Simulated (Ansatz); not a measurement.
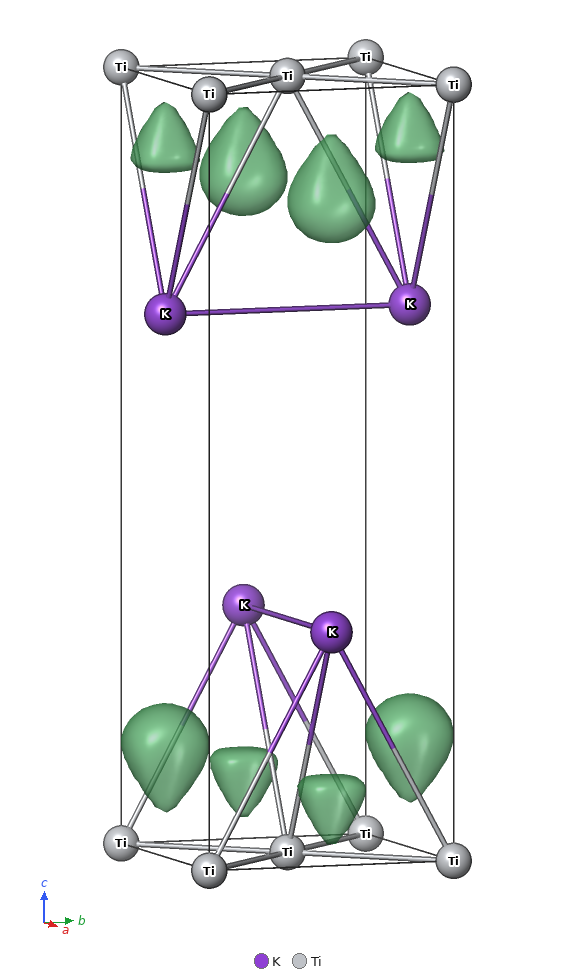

KTi. Isosurface of the electron localisation function at 0.65 (green), seen slightly off an axis. Core shells and regions of very low density are left out. Sticks mark near contacts.

Space group P4/nmm; started from the litharge_129 prototype, which need not be the ambient phase; computed without spin polarisation.

The calculation used Ansatz 0.2.0, DFT PBE, scalar-relativistic, plane waves, PAW.

**Where are the electrons localised?**

At this value the surface marks out four pockets between the atoms, centred on no nucleus (multi-centre or interstitial), counted in one cell of 4 atoms. Any copies at cell faces, edges or corners count once.

Values along the shortest contacts:
Ti–Ti (2.59 Å): the ELF is about 0.20 at the midpoint; no shared electron pair shows on this line. K–K (3.67 Å): the ELF is about 0 at the midpoint: no localised pair shows between them.
